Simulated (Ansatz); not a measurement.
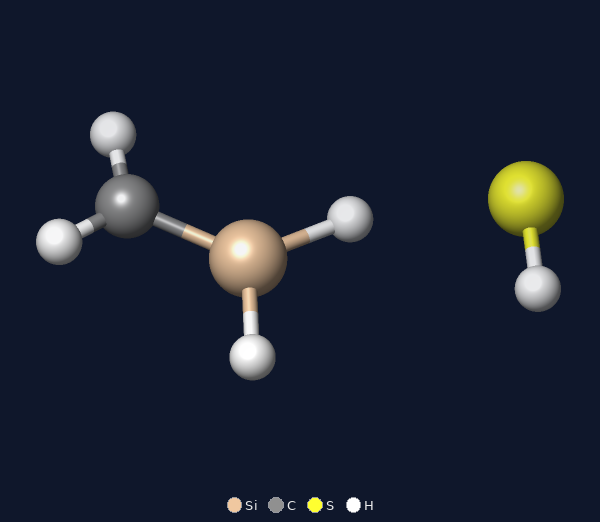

The picture shows a molecular structure as a ball-and-stick model.

Charge −1, singlet. The computed structure is the end point of a PBE0-D4/def2-TZVPD optimisation. No frequency run is at hand to confirm it as a minimum.

Describe the molecule.

It has 8 atoms: 1 carbon, 5 hydrogen, 1 sulfur and 1 silicon (CH₅SSi⁻). Judged by distances it falls into 2 fragments: CH4Si, HS. This geometry has Cs symmetry. All atoms lie on one plane. Coordination: 1 Si trigonal planar; 1 C trigonal planar.
